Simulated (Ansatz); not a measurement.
W3C2

```xyz
15
Lattice="4.6458 0.0000 0.0000 -2.3229 4.0234 0.0000 0.0000 0.0000 10.8376" Properties=species:S:1:pos:R:3 pbc="T T T"
W     0.0000    2.6823    0.5002
W     0.0000    0.0000    4.1127
W     2.3229    1.3411    7.7252
W     0.0000    2.6823    3.1125
W     0.0000    0.0000    6.7250
W     2.3229    1.3411   10.3375
W     0.0000    0.0000    0.0000
W     2.3229    1.3411    3.6125
W     0.0000    2.6823    7.2251
C     2.3229    1.3411    1.4751
C     0.0000    2.6823    5.0876
C     0.0000    0.0000    8.7002
C     0.0000    0.0000    2.1374
C     2.3229    1.3411    5.7500
C     0.0000    2.6823    9.3625
```

Space group R-3m; a structure generated by program, which may or may not match a known phase.

All numbers below come from Ansatz, DFT PBE, scalar-relativistic, plane waves, PAW.

Predict the valence pseudo-density and electron localisation function between the atoms.

Answer. W–C (1.98 Å): the density is about 1.2 e/Å³ at the midpoint; the ELF peaks at about 0.85 in the valence shell of C, 0.6 Å from its nucleus, and is about 0.40 at the midpoint.
W–W (2.61 Å): ρ at the midpoint is about 0.44 e/Å³; the ELF is about 0.25 at the midpoint (no localised pair shows between them).
W–C (2.14 Å): ρ is about 0.74 e/Å³ halfway; the ELF peaks at about 0.90 in the valence shell of C, 0.6 Å from its nucleus, and is about 0.30 at the midpoint.

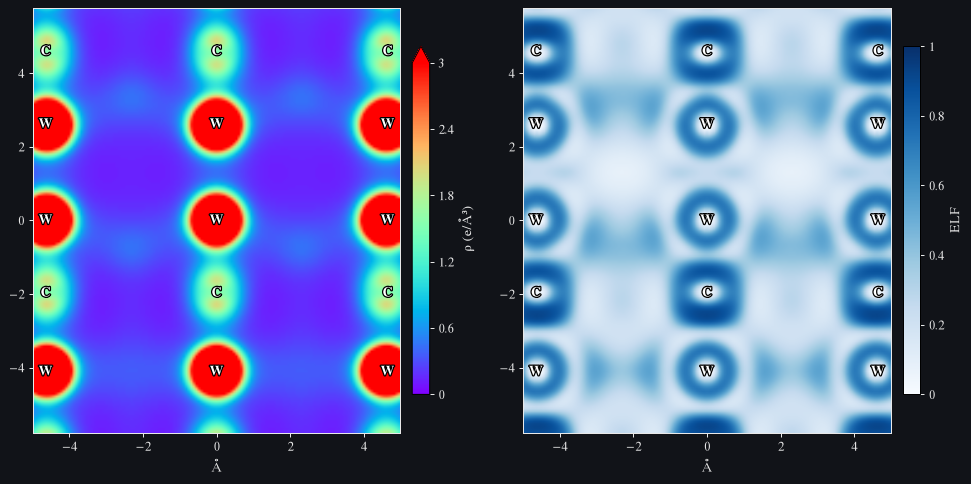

Computed valence pseudo-density and electron localisation function on the (100) plane of the conventional cell, in this order. 
